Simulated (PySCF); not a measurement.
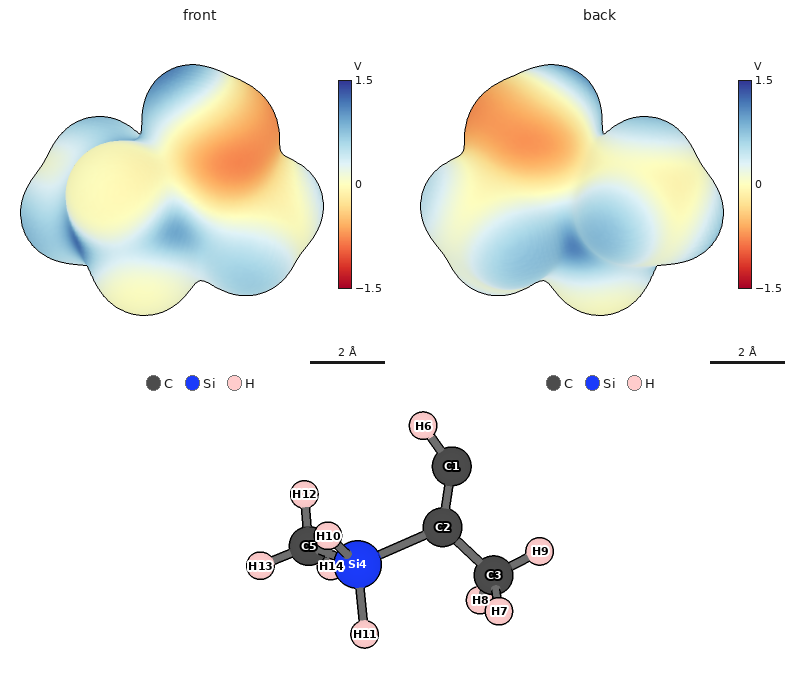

The picture shows: C$_{4}$H$_{9}$Si (doublet). The electrostatic potential painted on the density surface at 0.002 e/bohr³, seen from the front and from behind; the colour scale runs from red (negative) to blue (positive). The bare structure is drawn below in the same view.

Geometry: GFN2-xTB.

The calculation used UKS B3LYP, pcH-1 on C H Si, non-relativistic, mean-field spin-orbit, GIAO in PySCF 2.14.0, density-fitted response routines.

```json
{"atom": "C", "x (Å)": "0.7545", "y (Å)": "1.8582", "z (Å)": "0.5444"}
{"atom": "C", "x (Å)": "0.8183", "y (Å)": "0.5844", "z (Å)": "0.3667"}
{"atom": "C", "x (Å)": "2.0424", "y (Å)": "-0.1648", "z (Å)": "-0.0846"}
{"atom": "Si", "x (Å)": "-0.7415", "y (Å)": "-0.5388", "z (Å)": "0.6438"}
{"atom": "C", "x (Å)": "-1.8749", "y (Å)": "-0.3275", "z (Å)": "-0.8643"}
{"atom": "H", "x (Å)": "0.0105", "y (Å)": "2.5572", "z (Å)": "0.8546"}
{"atom": "H", "x (Å)": "2.3339", "y (Å)": "-0.8950", "z (Å)": "0.6689"}
{"atom": "H", "x (Å)": "1.8377", "y (Å)": "-0.7018", "z (Å)": "-1.0099"}
{"atom": "H", "x (Å)": "2.8713", "y (Å)": "0.5192", "z (Å)": "-0.2511"}
{"atom": "H", "x (Å)": "-1.4199", "y (Å)": "-0.1127", "z (Å)": "1.8716"}
{"atom": "H", "x (Å)": "-0.2993", "y (Å)": "-1.9340", "z (Å)": "0.7642"}
{"atom": "H", "x (Å)": "-2.1872", "y (Å)": "0.7073", "z (Å)": "-0.9735"}
{"atom": "H", "x (Å)": "-2.7703", "y (Å)": "-0.9348", "z (Å)": "-0.7676"}
{"atom": "H", "x (Å)": "-1.3762", "y (Å)": "-0.6173", "z (Å)": "-1.7853"}
```

Where is the surface potential most negative and most positive?

The most negative region (about −0.8 V) lies over C1 and C2, the most positive (about +1.1 V) over Si4 and H6.
